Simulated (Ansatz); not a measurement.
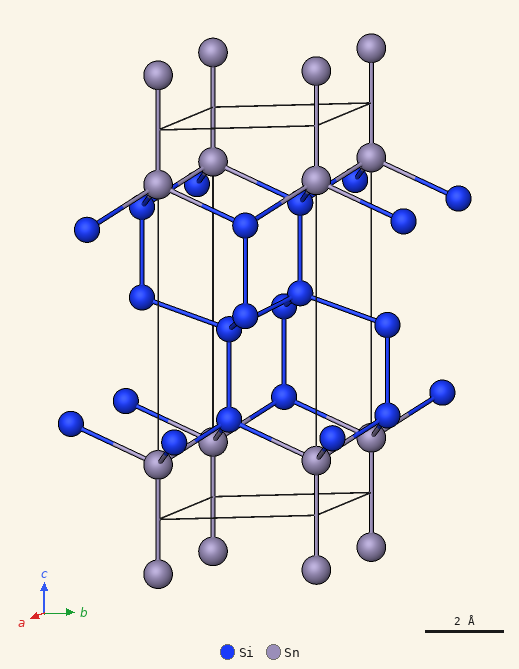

Ball-and-stick representation of a periodic structure, projected slightly off an axis. One simulation cell is framed, with atoms on its boundary repeated. Atoms just outside the outline that bond to atoms inside are added.

```xyz
6
Lattice="4.1486 0.0000 0.0000 -2.0743 3.5928 0.0000 0.0000 0.0000 10.1738" Properties=species:S:1:pos:R:3 pbc="T T T"
Si    0.0000    2.3952    5.4392
Si    2.0743    1.1976    2.3721
Si    0.0000    2.3952    7.8017
Si    2.0743    1.1976    4.7346
Sn    0.0000    0.0000    8.7463
Sn    2.0743    3.5928    1.4275
```

Theory: Ansatz 0.2.0, DFT PBE, scalar-relativistic, plane waves, PAW. Numerical settings: plane waves up to 420 eV, a 12×12×4 sampling of the Brillouin zone, Gaussian smearing of 0.1 eV, no spin polarisation.

**Give the Bader charge of each element.**

Si -0.19 to +0.02 e; Sn +0.17 e. Little charge moves, as in a metallic or covalent solid.

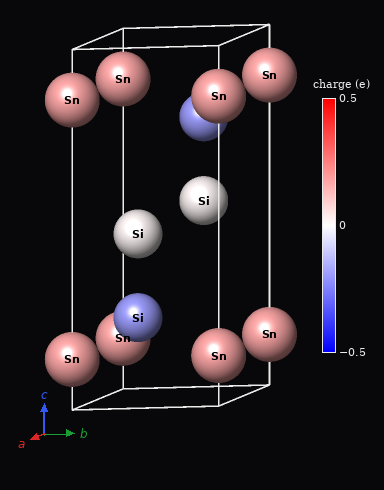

The atoms coloured by those charges.

The structure comes from a structure type filled with these elements by a generator (whether the compound takes this form wasn't checked). Earlier steps of the study may have refined or changed the cell and positions. It was run through Ansatz as a DFT input.
